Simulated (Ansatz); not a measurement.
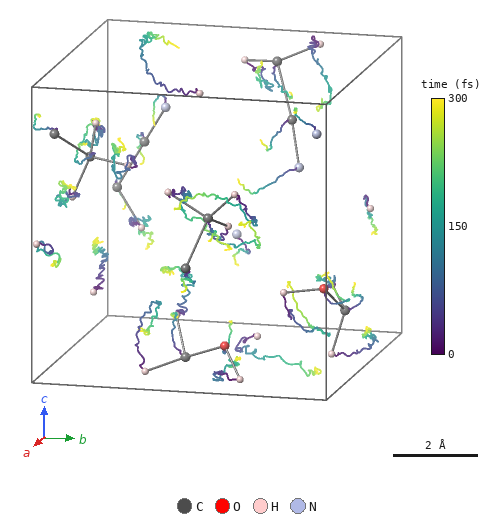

First-principles dynamics of a periodic cell with 2 CH3OH + 4 CH3CN at 0.983 g/cm³, 300 fs long. It starts from the last geometry of an earlier run, with fresh velocities. Lines trace each atom's path, coloured by time; spheres stand at the starting positions. Seen slightly off an axis in the simulation cell.

Level of theory: DFT PBE-D3(BJ), scalar-relativistic, plane waves, PAW in Ansatz. Set-up: plane-wave cutoff 420 eV; k-point mesh 1 × 1 × 1; Fermi-Dirac smearing 0.02 eV; Nosé-Hoover thermostat (NVT); set temperature 250 K; time step 0.75 fs; thermostat time 100.0 fs.

### What do the traces tell about the motion?

Root-mean-square distances from the starting positions over the second half, with the common drift of all atoms taken out: H 1.06 Å, O 0.94 Å, N 0.93 Å, C 0.73 Å. The heavy atoms stay within a fraction of a molecule's size of their starting places; so short a run doesn't tell a liquid from a solid. Over the second half the temperature averages 220 K (spread ±22 K). The potential energy in the second half lies on average 9.5 meV per atom below the first frame.

Limits of the set-up: the periodic images lie only 7.3 Å apart, so the values are limited by the cell's size.

Cost: 16 min on 1 thread of Arm Neoverse V1, with other jobs on the host, peak memory 0.42 GiB.
